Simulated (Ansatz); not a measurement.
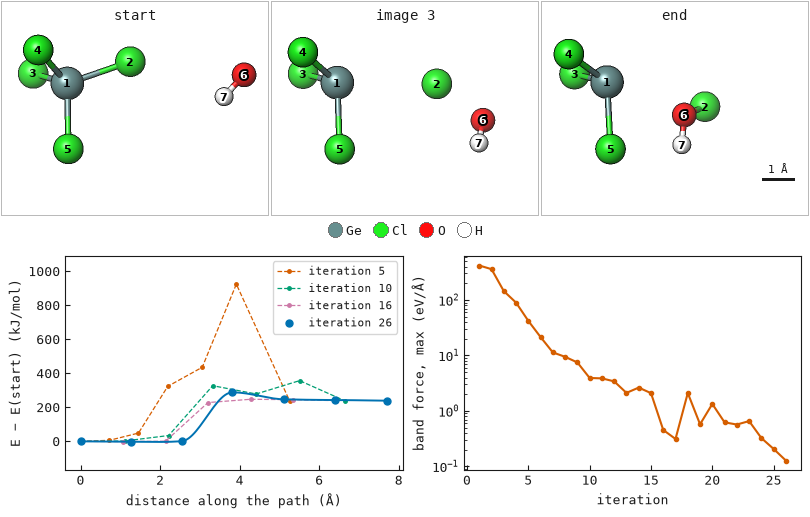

NEB run on GeHOCl4 (multiplicity 2), made up at the start of GeCl4 and HO. Images are numbered from 0 (start) to 6 (end). The plot follows the band through its iterations. A ball-and-stick model, seen at a tilt.

These are results of UHF/def2-SVP in Ansatz 0.2.0, not measurements. Set-up: 5 movable images; climbing image; force threshold 0.2 eV/Å; iteration limit 60; starting path through a guess of the saddle point.

How did the profile develop, and is the result final?

Answer. The run met only a loose threshold, so the barrier can't be trusted yet. The band converged in 26 iterations. The largest component of the band force went from 420 to 0.13 eV/Å. The climbing image converged on the top of the path. Its curvatures weren't checked. The force threshold is so loose that the height of the top is at best an upper bound. The first iteration put the highest image at 8221.6 kJ/mol. The highest point, image 3, lies 287.7 kJ/mol above the start and 48.3 kJ/mol above the end; the end is at +239.4 kJ/mol relative to the start. Image 1 lies below both ends, at −1.8 kJ/mol, which points to an intermediate minimum that so few images don't resolve.

Limits of the set-up: the start holds two separate molecules, 3.2 Å apart at their closest, whose relative position is a soft coordinate and is computed without a dispersion correction; Hartree-Fock leaves out electron correlation.
